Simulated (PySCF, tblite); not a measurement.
# CH₆NOSi radical: geometry, infrared bands and EPR parameters

Aim: predict the infrared bands and EPR parameters of CH₆NOSi radical (`CO[SiH2][NH]`).

The runs use tblite 0.8.0 and PySCF 2.14.0, with density-fitted response routines of our own; the level of theory stands in each step. All values are computed, except where a source is named. Atoms count from 0, in the outputs and in this text.

## 1. The starting structure

10 atoms, charge 0, multiplicity 2; geometry from: force field or distance geometry start.

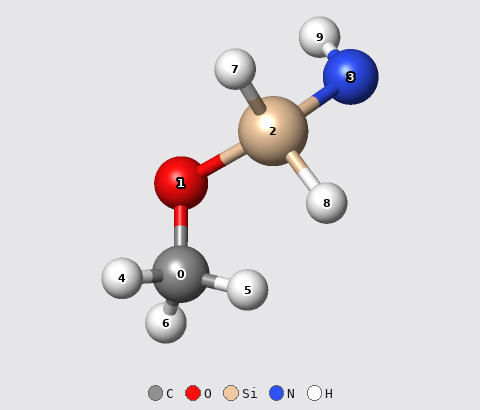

As it starts; carbon grey, oxygen red, silicon light orange, nitrogen blue, hydrogen white, atoms numbered.

## 2. Optimising the geometry with GFN2-xTB

The job: settings as JSON, then the geometry in Å.

```
{"job": {"kind": "relax", "xc": "GFN2-xTB", "basis": "xTB"}, "charge": 0, "multiplicity": 2}
C     -1.497100    -0.314300    -0.125300
O     -0.314500    -0.376800    -0.864500
Si     0.859800     0.466500     0.080100
N      2.320600    -0.474300     0.386100
H     -2.136800     0.430400    -0.643500
H     -1.272600     0.001800     0.920900
H     -2.031200    -1.286800    -0.157000
H      1.110500     1.751200    -0.581100
H      0.269200     0.763800     1.405100
H      2.701000    -0.956700    -0.443200
```

Started as:

```bash
$ OMP_NUM_THREADS=1 python probes_run.py task.json out
```

One launch serves the whole session: the jobs run in the order shown.

The program printed:

```text
step      E/eV     max force
  0    -376.99913    2.416
  1    -377.22998    1.677
  2    -377.35318    1.355
  3    -377.39517    0.775
  4    -377.46622    0.739
  5    -377.50937    0.884
  6    -377.57474    0.874
  7    -377.62746    0.653
  8    -377.65462    0.392
  9    -377.67331    0.379
 10    -377.68953    0.385
 11    -377.70338    0.384
 12    -377.71844    0.350
 13    -377.73122    0.295
 14    -377.73863    0.238
 15    -377.74411    0.194
 16    -377.74859    0.211
 17    -377.75103    0.155
 18    -377.75234    0.091
 19    -377.75326    0.083
 20    -377.75431    0.137
 21    -377.75580    0.172
 22    -377.75793    0.137
 23    -377.75957    0.124
 24    -377.76154    0.134
 25    -377.76432    0.153
 26    -377.76806    0.215
 27    -377.77127    0.178
 28    -377.77308    0.102
 29    -377.77416    0.108
 30    -377.77496    0.134
 31    -377.77597    0.141
 32    -377.77739    0.106
 33    -377.77845    0.068
 34    -377.77903    0.069
 35    -377.77954    0.066
 36    -377.78013    0.056
 37    -377.78080    0.069
 38    -377.78138    0.063
 39    -377.78187    0.068
 40    -377.78245    0.078
 41    -377.78337    0.102
 42    -377.78475    0.149
 43    -377.78645    0.147
 44    -377.78816    0.112
 45    -377.78970    0.090
 46    -377.79083    0.087
 47    -377.79155    0.118
 48    -377.79234    0.068
 49    -377.79285    0.061
 50    -377.79316    0.063
 51    -377.79374    0.094
 52    -377.79432    0.092
 53    -377.79475    0.053
 54    -377.79497    0.027
 55    -377.79509    0.031
 56    -377.79520    0.034
 57    -377.79533    0.032
 58    -377.79542    0.024
 59    -377.79546    0.015
 60    -377.79549    0.019
 61    -377.79553    0.021
 62    -377.79559    0.021
 63    -377.79563    0.014
 64    -377.79566    0.010
```

Wall time 0.19 s (1 thread of Arm Neoverse V2, shared host).

The steps of the relaxation: (not every step is listed)

```
step  energy from step 0 (eV)  largest force (eV/Å)
   0                   0.0000                2.4159
   1                  -0.2309                1.6769
   2                  -0.3541                1.3546
   3                  -0.3960                0.7748
   4                  -0.4671                0.7388
   5                  -0.5102                0.8840
   6                  -0.5756                0.8744
   7                  -0.6283                0.6526
   8                  -0.6555                0.3918
  13                  -0.7321                0.2950
  18                  -0.7532                0.0909
  23                  -0.7604                0.1241
  28                  -0.7740                0.1022
  33                  -0.7793                0.0679
  38                  -0.7823                0.0631
  43                  -0.7873                0.1470
  48                  -0.7932                0.0679
  53                  -0.7956                0.0527
  58                  -0.7963                0.0237
  59                  -0.7963                0.0148
  60                  -0.7964                0.0193
  61                  -0.7964                0.0212
  62                  -0.7965                0.0208
  63                  -0.7965                0.0140
  64                  -0.7965                0.0100
```

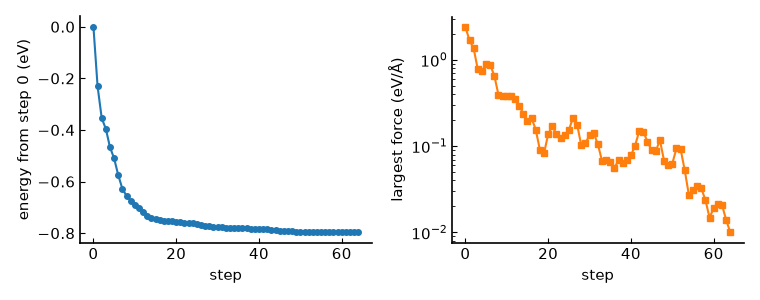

Energy and largest force along the relaxation.

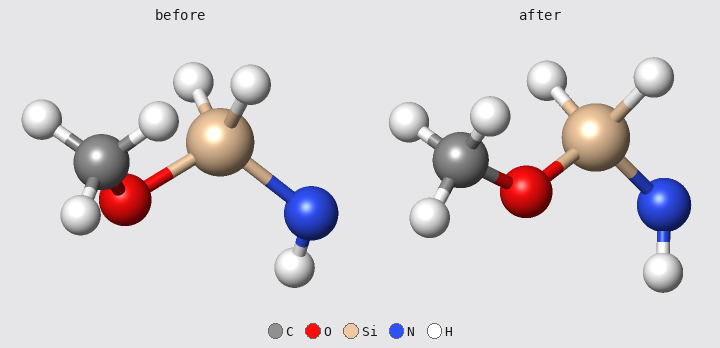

Before and after, at one scale.

Distances of close pairs at the start and the end, largest changes first:

```
  bond  before (Å)  after (Å)  change (Å)
O1–Si2       1.727      1.628      -0.099
Si2–N3       1.764      1.673      -0.091
 N3–H9       1.032      1.008      -0.024
 C0–H5       1.116      1.093      -0.022
 C0–H6       1.110      1.091      -0.019
 C0–H4       1.110      1.094      -0.016
Si2–H7       1.466      1.474      +0.008
Si2–H8       1.481      1.475      -0.006
```

The next job starts from the end point, and lists it.

## 3. Infrared spectrum with GFN2-xTB

The job: settings as JSON, then the geometry in Å.

```
{"job": {"kind": "ir", "xc": "GFN2-xTB", "basis": "xTB"}, "charge": 0, "multiplicity": 2}
C     -1.626057    -0.344761    -0.146992
O     -0.245202    -0.526794    -0.204130
Si     0.968778     0.488927     0.176763
N      2.485770    -0.184431    -0.035308
H     -1.944354     0.455270    -0.821284
H     -1.948270    -0.094150     0.867337
H     -2.102700    -1.278113    -0.451388
H      0.906601     1.710926    -0.645656
H      0.878548     0.907941     1.588039
H      2.635768    -1.130160    -0.349910
```

The program printed:

```text
mode    cm-1     km/mol
  1      77.6      0.53
  2      93.0      0.31
  3     156.2      0.98
  4     252.4     13.49
  5     291.6     84.82
  6     403.8    124.25
  7     563.8     19.50
  8     662.1      5.23
  9     719.1    155.00
 10     721.3    112.68
 11     762.9    184.48
 12    1007.3     66.34
 13    1133.3      1.18
 14    1137.4     85.14
 15    1157.0    136.59
 16    1420.8      0.53
 17    1486.4      5.20
 18    1487.9      1.47
 19    2058.0    121.61
 20    2134.0     52.45
 21    2938.9     42.70
 22    2952.2     42.03
 23    2986.1     29.10
 24    3457.6      1.38
```

Run time: 0.13 s. Hardware: 1 thread of Arm Neoverse V2, shared host.

The strongest bands and the atoms that carry them (share of the mass-weighted mode):

```
cm⁻¹  km/mol                                atoms
 292    84.8            H9 72 %, H8 12 %, H7 12 %
 404   124.2  H7 25 %, H8 25 %, Si2 19 %, N3 15 %
 719   155.0   H7 27 %, H8 26 %, H9 23 %, O1 13 %
 721   112.7           H7 30 %, H8 29 %, Si2 20 %
 763   184.5  H9 37 %, Si2 15 %, O1 12 %, H7 11 %
1137    85.1   C0 30 %, O1 28 %, H6 21 %, H5 11 %
1157   136.6            O1 37 %, C0 25 %, H6 23 %
2058   121.6                     H8 52 %, H7 44 %
```

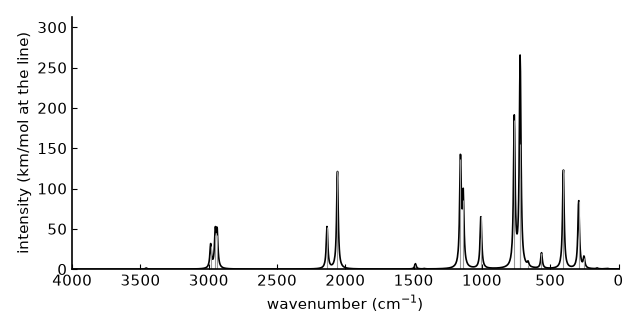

The infrared spectrum from these modes, unscaled. Lines are broadened to a width of 14 cm⁻¹ (Lorentzian).

## 4. EPR parameters: B3LYP/pcH-1

The job, as its differences from that of step 3:

```diff
@@ -1,2 +1,2 @@
-{"job": {"kind": "ir", "xc": "GFN2-xTB", "basis": "xTB"}, "charge": 0, "multiplicity": 2}
+{"job": {"kind": "epr", "basis": "pcH-1"}, "charge": 0, "multiplicity": 2}
 C     -1.626057    -0.344761    -0.146992
```

Level: UKS B3LYP, pcH-1 on C H N O Si, non-relativistic, mean-field spin-orbit, GIAO.

The program printed:

```text
UKS, coarse grid
  cycle   1  E = -461.06810064  |g| = 5.50e-01
  cycle   2  E = -460.85588422  |g| = 9.35e-01
  cycle   3  E = -461.17984597  |g| = 7.68e-02
  cycle   4  E = -461.18103878  |g| = 5.79e-02
  cycle   5  E = -461.18247246  |g| = 8.77e-03
  cycle   6  E = -461.18252033  |g| = 2.21e-03
  cycle   7  E = -461.18252466  |g| = 1.49e-03
  cycle   8  E = -461.18252650  |g| = 3.22e-04
UKS, final grid
  cycle   1  E = -461.18255658  |g| = 3.83e-04
  cycle   2  E = -461.18255652  |g| = 5.62e-04
  cycle   3  E = -461.18255665  |g| = 5.37e-05
  cycle   4  E = -461.18255665  |g| = 2.76e-05
E = -461.18255665 Eh   <S^2> = 0.7535 (exact 0.7500)
g shifts (ppm)      1          2          3
  rmc          -186       -186       -186
  gc            -13         36         36
  oz_so          95       1787       8108
  total        -104       1637       7958
hyperfine (MHz)  atom isotope    a_iso     a_fc   dipolar eigenvalues
    0   13C      -0.98      -0.98     -0.24     -0.05      0.28
    1   17O       6.62       6.61     -1.06      0.30      0.76
    2  29Si      60.87      60.97     -3.50     -0.29      3.79
    3   14N      28.50      28.32    -41.42    -40.81     82.23
    4    1H       0.47       0.47     -0.84     -0.79      1.64
    5    1H       0.48       0.48     -0.86     -0.80      1.67
    6    1H      -0.02      -0.02     -0.67     -0.65      1.32
    7    1H     109.12     109.11     -4.45     -1.79      6.24
    8    1H     114.12     114.12     -4.54     -1.67      6.20
    9    1H     -56.69     -56.88    -51.69     -8.51     60.20
```

Run time: 16 s. Hardware: 1 thread of Arm Neoverse V2, shared host; peak memory 0.57 GiB.

Principal g values 2.00222, 2.00396, 2.01028; g(iso) = 2.00548, against 2.00232 for a free electron.

Mean a(iso) over the nuclei that a row names, and the largest dipolar term of the row (other rows stand at the frozen geometry):

```
    nuclei  isotope  a(iso) (MHz)  a(iso) (G, at g = 2.0023)  largest dipolar term (MHz)
    H7, H8       1H         111.6                       39.8                         6.2
       Si2     29Si          60.9                       21.7                         3.8
        H9       1H         -56.7                      -20.2                        60.2
        N3      14N          28.5                       10.2                        82.2
        O1      17O           6.6                        2.4                        -1.1
        C0      13C          -1.0                       -0.3                         0.3
H4, H5, H6       1H           0.3                        0.1                         1.7
```

Mulliken spin populations:

```
atom  value (e)
  C0       0.00
  O1       0.00
 Si2      -0.06
  N3       0.96
  H4       0.00
  H5       0.00
  H6       0.00
  H7       0.06
  H8       0.06
  H9      -0.03
```

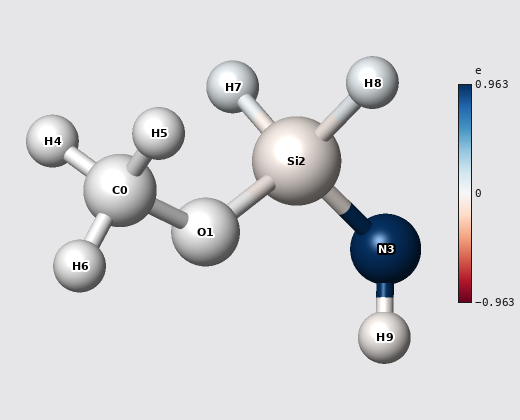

Mulliken spin populations, as colours on the atoms.

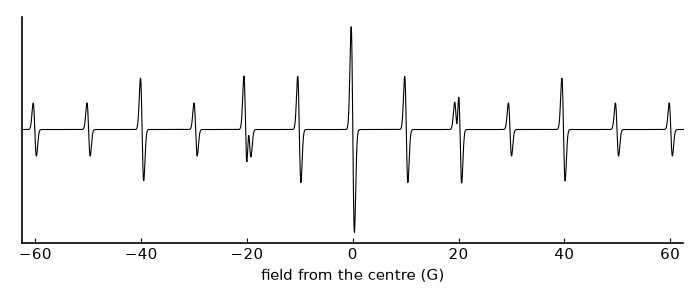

First-order isotropic spectrum (first derivative, main isotopes with spin only, couplings over 0.8 MHz, Gaussian width 0.3 G; couplings of the frozen geometry, rotation of groups not averaged beyond the rows shown).

Orbitals, density, ELF and potential are computed afterwards from the orbital file.

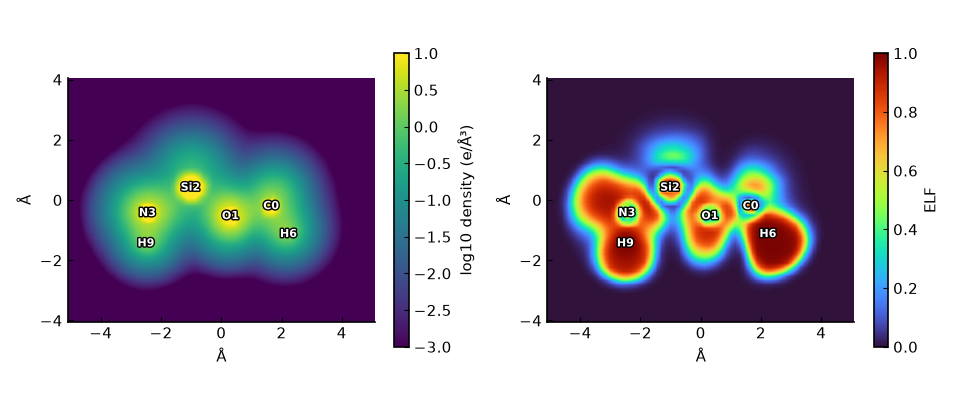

Density (left) and ELF (right) in a plane through or near 6 of the atoms.

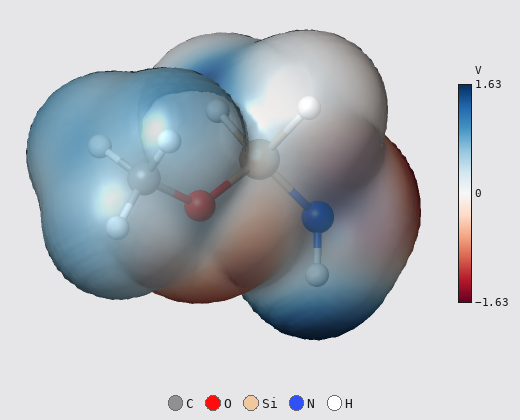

Electrostatic potential on the surface of density 0.002 e/bohr³; red is low, blue high. It runs from -1.63 V near N3 to 1.59 V near H9.

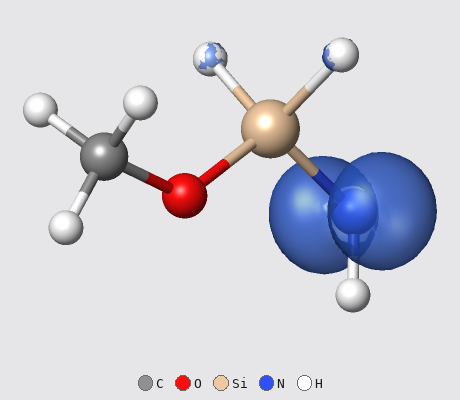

Spin density at ±0.08 e/Å³ (alpha excess blue, beta excess red).

## 5. Results

```
                                                                  quantity                    value
                                 strongest single infrared mode (GFN2-xTB)     763 cm⁻¹, 184 km/mol
                                              zero-point energy (GFN2-xTB)            43.0 kcal/mol
                                                            g(iso) (B3LYP)                  2.00548
                                                                      ⟨S²⟩       0.754 (exact 0.75)
                                        largest a(iso) (averaged by class)  1H on H7, H8, 111.6 MHz
potential on the surface of density 0.002 e/bohr³, 1st and 99th percentile       -1.63 V and 1.59 V
```

In words: Over 64 steps the energy fell by 0.797 eV; of the close pairs, O1–Si2 changed most, 1.727 to 1.628 Å. No mode is imaginary among the 24: a minimum at this level. The strongest single mode, at 763 cm⁻¹, has its largest shares on H9, Si2, O1 and H7 (the list is cut at 4 atoms). GFN2-xTB is a fitted tight-binding method: band positions and strengths are rough. Its intensities can rank the bands wrongly. N3 carries the largest spin population, 0.96 e. The isotropic g lies 3.2 ppt above the free-electron value. These values are for one conformer; the search (at its own cheap level) found 1 more, at 0.12 kcal/mol, and measured spectra average over such forms.
